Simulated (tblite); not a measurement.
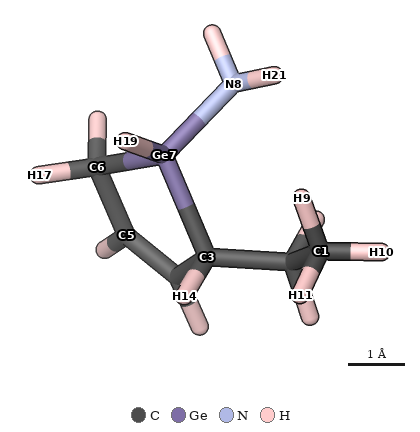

Fig. 1: The structure (stick view, seen at a tilt; atoms are numbered from 1 in the order of the input). Sticks mark near contacts. Bond lengths as drawn: C–C 1.32 to 1.52 Å, C–Ge 1.98 to 2.00 Å, C–H 1.08 to 1.10 Å, Ge–H 1.54 Å, Ge–N 1.83 Å and H–N 1.01 Å.

**Frequency calculation of C$_{6}$H$_{13}$GeN**

System: C$_{6}$H$_{13}$GeN, SMILES CC[C@@H]1C=C[CH2][Ge@@H]1[NH2].
Method: GFN2-xTB harmonic vibrations, gas phase (tblite 0.8.0).

**Log**
```
mode    cm-1     km/mol
  1      48.9      0.18
  2     100.6      0.41
  3     115.9      3.14
  4     147.3     26.53
  5     155.7      0.92
  6     180.8      4.15
  7     223.4      0.31
  8     278.8      2.70
  9     315.1     12.28
 10     399.3      4.56
 11     461.0      5.08
 12     507.8     68.81
 13     525.5    117.89
 14     546.6    103.21
 15     586.0     44.55
 16     640.0     10.49
 17     667.2    179.69
 18     706.6     67.39
 19     748.5     30.60
 20     763.2     47.76
 21     790.1     48.09
 22     837.4      1.65
 23     907.0      0.06
 24     943.0      4.89
 25     986.4      6.36
 26    1028.8      6.43
 27    1037.6      8.97
 28    1091.4      4.47
 29    1099.7      0.91
 30    1114.4      6.95
 31    1148.0      4.38
 32    1189.2      2.65
 33    1217.8      0.82
 34    1240.3      0.51
 35    1275.7      3.39
 36    1327.8     12.28
 37    1342.0      5.20
 38    1410.0      1.26
 39    1441.6      4.53
 40    1487.3      7.15
 41    1494.5     19.06
 42    1496.8      1.40
 43    1503.4      6.17
 44    1705.6     15.35
 45    1726.2    628.74
 46    2892.3     57.28
 47    2942.7     50.38
 48    2947.4     44.41
 49    2971.4     41.59
 50    2975.1     27.84
 51    2991.9     63.00
 52    3023.3     49.32
 53    3029.5     42.37
 54    3041.0     30.34
 55    3057.2    126.85
 56    3419.5      0.27
 57    3446.2      2.45
```

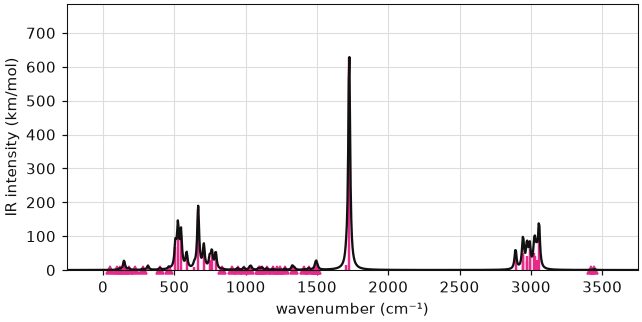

Fig. 2: Harmonic infrared spectrum, unscaled: sticks (degenerate modes added up, dark ones marked on the axis) with a Lorentzian envelope of 16 cm⁻¹ full width, scaled to the tallest stick. 57 modes from 49 to 3446 cm⁻¹, none imaginary. The strongest line is at 1726 cm⁻¹ (629 km/mol).

The run was set up as follows.

**Input file**
```
{"job": {"kind": "ir", "xc": "GFN2-xTB", "basis": "xTB"}, "charge": 0, "multiplicity": 1}
C      2.282632     1.363868     0.112500
C      1.719401    -0.030618    -0.117690
C      0.505176    -0.295763     0.766001
C      0.039356    -1.720100     0.675769
C     -1.241601    -2.017017     0.525942
C     -2.275037    -0.935068     0.435155
Ge    -1.163148     0.701160     0.280847
N     -1.119063     1.199777    -1.480526
H      1.508877     2.112876    -0.060251
H      3.114909     1.562964    -0.559246
H      2.633662     1.470508     1.137281
H      1.424279    -0.140056    -1.163448
H      2.494572    -0.774086     0.091216
H      0.785230    -0.090190     1.805236
H      0.793032    -2.493907     0.736883
H     -1.579724    -3.042868     0.463301
H     -2.899085    -0.937227     1.330113
H     -2.935243    -1.108039    -0.415277
H     -1.558216     1.855990     1.217297
H     -2.020473     1.358201    -1.908277
H     -0.518456     1.976539    -1.718594
```

The first line tells a small driver script what to run in tblite; the rest is the geometry in Å.

Command:
```bash
OMP_NUM_THREADS=1 python <driver script> task.json out
```

**Key numbers**

```json
{"quantity": "outcome", "value": "converged"}
{"quantity": "total energy", "value": "−660.8204 eV"}
{"quantity": "zero-point energy", "value": "108.2150 kcal/mol"}
{"quantity": "hardware", "value": "1 CPU thread, shared host"}
{"quantity": "peak memory", "value": "0.18 GiB"}
```
